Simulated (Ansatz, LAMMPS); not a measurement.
# Forces and charges in ionic liquid ethylpyridinium Br- with water at 450 K (195 atoms), part 3 of 3

What does DFT give for ionic liquid ethylpyridinium Br- with water at 450 K (195 atoms) as built?

Ansatz 0.2.0; Kohn-Sham DFT, PBE+D3(BJ), PAW (set soft_2), plane waves.

The cell: 63 C, 9 N, 106 H, 8 O and 9 Br. The network of contacts between molecules at the start is that of the classical potential that made the cell. The density was typed from a rule of thumb and may lie off the real one at this temperature. Only the Γ point is sampled, in a cell whose shortest periodic width is 13 Å.

So far. Step 3 (Plane-wave single point): Mean intrinsic-atomic-orbital charges: Br -0.78, C -0.18, H +0.23, N +0.06, O -0.82 e. The largest share in the top eV of filled states is Br p (95 % of the projected weight), and in the lowest eV of empty states C p (75 % of the projected weight).

**4. Local order**

Bonds and neighbours are counted at the geometry of the runs.

Density 1.28 g/cm³, 12.26 Å³ an atom.

g(r), total and by pair (bins of 0.2 Å):

```
r (Å)  total   H-H    H-C  H-Br   H-N    H-O   C-C
 0.90   0.32  0.00   0.00  0.00  0.00   7.10  0.00
 1.10   4.29  0.00  10.84  0.00  0.00  10.65  0.00
 1.30   1.09  0.00   0.00  0.00  0.00   0.00  6.20
 1.50   0.75  0.00   0.00  0.00  0.00   0.00  4.71
 1.70   0.52  1.71   0.00  0.00  0.00   0.36  0.00
 1.90   0.31  0.79   0.00  0.00  1.30   0.32  0.00
 2.10   1.42  0.27   2.84  0.00  6.72   0.00  0.00
 2.30   1.02  0.98   0.81  0.38  0.38   0.22  2.33
 2.50   1.09  1.77   0.45  0.98  0.47   0.72  2.15
 2.70   0.77  1.03   0.39  0.83  1.47   1.40  0.91
 2.90   0.68  1.05   0.49  1.06  0.36   1.34  0.29
 3.10   0.81  0.96   0.78  2.15  0.20   1.17  0.55
 3.30   1.03  0.69   1.47  1.54  1.99   0.92  0.31
 3.50   0.83  0.80   0.87  0.81  0.92   1.20  0.39
 3.70   1.02  1.01   1.03  1.96  0.58   1.24  0.91
 3.90   1.04  0.87   1.23  1.39  0.94   0.95  0.66
 4.10   0.97  0.97   1.00  1.36  0.72   0.67  0.88
 4.30   1.05  1.18   0.98  1.02  0.81   1.22  1.01
 4.50   1.07  1.04   1.16  0.69  1.12   1.38  0.92
 4.70   0.98  0.94   0.89  1.37  1.18   0.98  0.82
 4.90   0.98  0.95   1.01  0.95  0.58   0.51  0.97
 5.10   0.96  1.09   0.90  0.65  0.97   1.03  0.67
 5.30   1.02  0.99   1.08  0.81  1.09   1.35  0.92
 5.50   0.98  0.94   0.88  1.25  0.72   1.08  0.98
 5.70   0.95  0.99   0.92  0.83  1.17   0.93  0.81
 5.90   1.04  1.15   1.02  1.18  1.00   0.93  0.89
 6.10   0.99  1.01   0.91  1.10  1.09   0.96  0.94
 6.30   0.95  0.98   0.94  0.93  1.06   1.01  0.92
```

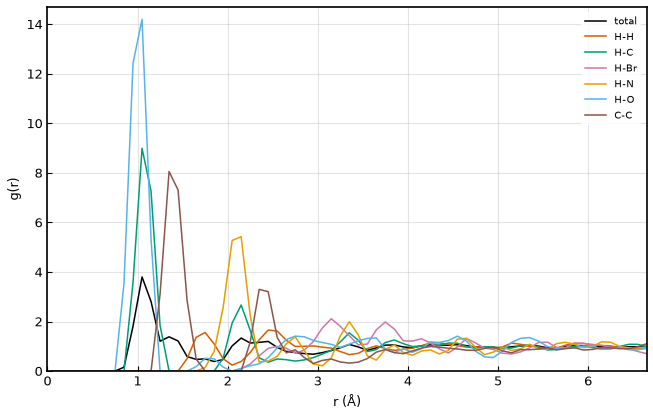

Pair distribution functions, lightly smoothed.

Bonds by pair of elements; cutoffs follow the first minimum of g(r), held within bounds set by covalent radii, and pairs that aren't listed don't count as bonded:

```
pair A-B  cutoff (Å)  bonds  mean length (Å)  spread (Å)  shortest (Å)  B about A  A about B
     H-C        1.34     90             1.09       0.035          1.01      0.849       1.43
     H-O        1.21     16                1           0             1      0.151          2
     C-C        1.85     45             1.41        0.06          1.32       1.43       1.43
     C-N        1.79     27             1.39        0.06          1.30      0.429          3
```

How many atoms have how many bonded neighbours:

```
element  mean  0    1  2   3   4
     Br     0  9    0  0   0   0
      C  3.29  0    0  0  45  18
      H     1  0  106  0   0   0
      N     3  0    0  0   9   0
      O     2  0    0  8   0   0
```

Bond angles, per cent of each kind in bins of 5°:

```
angle (°)  C-C-H  H-C-H  H-C-N  C-C-C  C-C-N
    90–95    0.0    0.0    2.8    0.0    0.0
   95–100    1.7    8.3    0.0    0.0    0.0
  100–105    4.3   13.9   13.9    0.0    0.0
  105–110    8.6   36.1   19.4    0.0   18.5
  110–115   19.7   33.3   16.7    7.4   14.8
  115–120   31.6    8.3   33.3   51.9   29.6
  120–125   29.1    0.0   11.1   40.7   37.0
  125–130    5.1    0.0    2.8    0.0    0.0
```

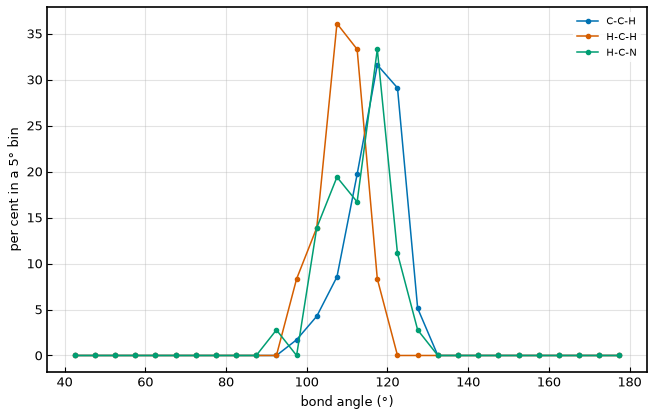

Distributions of the most common bond angles.

Bond angles (no mean is given where the spread exceeds 20°):

```
angle  count  mean (°)  spread (°)
C-C-H    117       117         6.3
H-C-H     36       109         5.3
H-C-N     36       112         7.6
C-C-C     27       119         2.7
C-C-N     27       117         6.3
```

Bond length by coordination (bonds to H left out):

```
element  coordination  atoms  mean bond length (Å)
      C             3     45                  1.38
      C             4     18                  1.50
```

Rings of the network by King's shortest-path rule, up to 12 atoms, one path for each pair of neighbours; H, halogens, alkali and alkaline-earth atoms are left out, and the last column divides by all other atoms, bonded or not:

```
ring size (atoms)  rings  per network atom
                6      9             0.112
```

By these cutoffs 71 % of C atoms have 3, all H atoms have 1 and all N atoms have 3 bonded neighbours. The C-C-H angle averages 117° with a spread of 6°. All rings counted have 6 atoms.

A closer look about C41, which bears the longest force: 13 atoms, nearest first, numbered in the order of the input, with positions taken from that point.

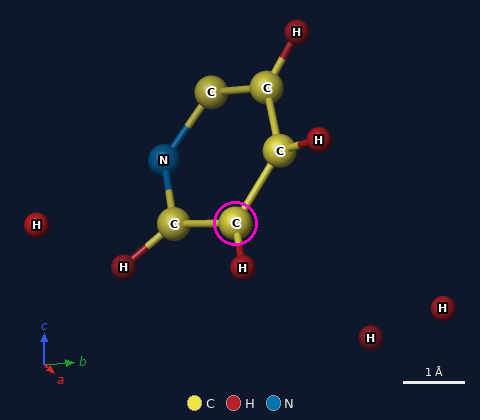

The atoms of the table, within 3.7 Å (arrows a, b, c point along x, y, z); some may hide others; the central atom is ringed.

```
atom      x      y      z  distance (Å)  bonds  intrinsic-atomic-orbital charge (e)     Fx     Fy  Fz (eV/Å)
 C41   0.00   0.00   0.00          0.00      3                                -0.18  -4.00  -0.33       2.39
 H51   0.86  -0.11  -0.54          1.03      1                                 0.23   1.82  -0.41      -1.53
 C42  -0.03   0.77   1.18          1.41      3                                -0.11   0.49  -0.46      -0.56
 C40  -1.19  -0.74  -0.25          1.42      3                                -0.03  -0.50   0.28       0.85
 H52   0.88   1.20   1.56          2.15      1                                 0.21   0.52   0.55      -0.10
 H50  -1.29  -1.57  -0.95          2.25      1                                 0.21   0.14   0.55      -0.24
 C43  -1.15   0.84   1.99          2.45      3                                -0.16   2.34   0.80       0.00
 N39  -2.34  -0.59   0.56          2.47      3                                 0.05   3.08   1.57       1.11
 C44  -2.26   0.20   1.69          2.83      3                                -0.03  -1.59  -1.51      -1.87
H158  -0.48   2.46  -2.22          3.35      1                                 0.23  -0.30   0.74      -0.62
 H53  -1.10   1.35   2.92          3.40      1                                 0.23   0.01   0.69       0.84
 H99   0.78  -3.63   0.38          3.73      1                                 0.23   1.60   0.65      -1.93
H159   1.63   3.13  -1.27          3.75      1                                 0.20  -0.32  -0.21      -0.28
```

The column of bonds counts only the pairs H-C within 1.34 Å, H-O within 1.21 Å, C-C within 1.85 Å, C-N within 1.79 Å; other neighbours, such as metal atoms beside each other in a compound, aren't counted, and periodic images can show an atom twice.

**5. Outcome**

* free energy per atom: -259.2740 eV/atom
* pressure: 0.2656 GPa
* r.m.s. force component: 0.9737 eV/Å
* gap (highest filled to lowest empty level): 0.8103 eV
* wall time of the 1 DFT run: 17 s

What this shows: Between filled and empty levels lie 0.810 eV (at Γ alone); a semilocal functional tends to put such gaps too low. In a disordered cell it changes from sample to sample and from frame to frame. With the cutoffs above, 71 % of C atoms have 3, all H atoms have 1 and all N atoms have 3 bonded neighbours.

**Limits.** The force components of 0.97 eV/Å r.m.s. hold both thermal displacement and the mismatch between the potential that made the cell and DFT, above all in bond lengths inside molecules. The pressure of a single frame lacks the kinetic term.

[Logs are printed without paths, hosts, clocks, repeated set-up lines and the standing remarks that a program may print on its own settings, such as how far it seeks lower states.]

[Hosts, paths, dates, database ids (printed as entryN), source tags and the programs' standing remarks are cut or masked in the printed files.]
